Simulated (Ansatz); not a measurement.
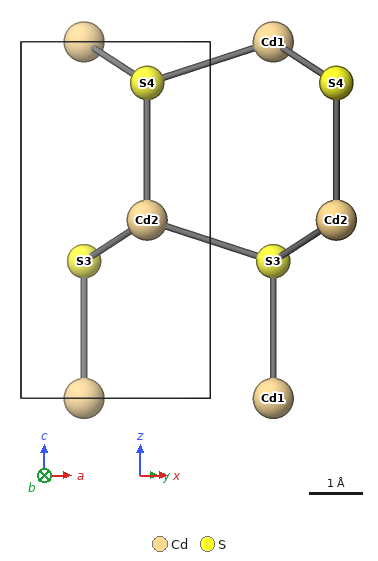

A crystal of CdS (P6_3mc): the ratio of the cell's length along z to its lengths across, counted as 1 for the reference, is changed at fixed volume (a c/a path), with the atoms kept at their fractional coordinates. x, y and z are the Cartesian axes of the input. The picture shows the reference cell. A ball-and-stick model of the cell of the calculation, repeated 2 × 1 × 1 with one cell outlined, seen along the b axis.

All numbers below come from Ansatz 0.2.0, DFT r2SCAN, scalar-relativistic, plane waves, PAW. (plane-wave cutoff 500 eV; k-point mesh 12 × 12 × 6; occupations gaussian; smearing width 0.05 eV; no spin polarisation). Energies (free energies at the smearing named) are counted from the cell as listed in its source, which wasn't relaxed.

Input file:
```yaml
crystal:
  lattice:
    - [4.1347992034, 0.0, 0.0]
    - [-2.0673996017, 3.5808411497, 0.0]
    - [0.0, 0.0, 6.749]
  atoms:
    - { symbol: Cd, position: [0.3333333333, 0.6666666667, 0.0] }
    - { symbol: Cd, position: [0.6666666667, 0.3333333333, 0.5] }
    - { symbol: S, position: [0.3333333333, 0.6666666667, 0.385] }
    - { symbol: S, position: [0.6666666667, 0.3333333333, 0.885] }
basis:
  ecutwfc: 500
kpoints:
  mp_grid: { grid: [12, 12, 6] }
hamiltonian:
  xc: r2scan
scf:
  occupations: { method: gaussian, width: 0.05 }
output:
  forces: true
  stress: true
  eigenvalues: true
```

Launched with:
```bash
ansatz run input.yaml --threads 1 --pin off --max-ram 2560MiB --backend cpu --events-out ev --progress --plain --runs-dir out
```

> What energies does the calculation give (the relative ratio: 0.80, 0.85, 0.92, 0.96, 1.00, 1.05, 1.10, 1.20)?

```tsv
axial ratio over its reference value	E − E(ref) (meV/atom)
0.80	258.5
0.85	116.8
0.92	17.8
0.96	−1.2
1.00	0.0
1.05	23.5
1.10	65.5
1.20	187.9
```

The lowest computed point lies at the relative ratio 0.96 (−1.2 meV/atom). At the ends of the scan the energy is 258.5 meV/atom (0.80) and 187.9 meV/atom (1.20). The unrelaxed reference is under a pressure of 1.1 GPa. The distortion keeps the space group P6_3mc. At the relative ratio 0.80 the cell of the drawing goes a 4.135 → 4.454 Å, b 4.135 → 4.454 Å, c 6.749 → 5.816 Å.

As a plot:

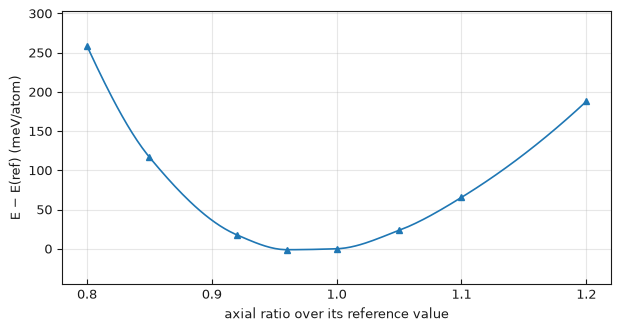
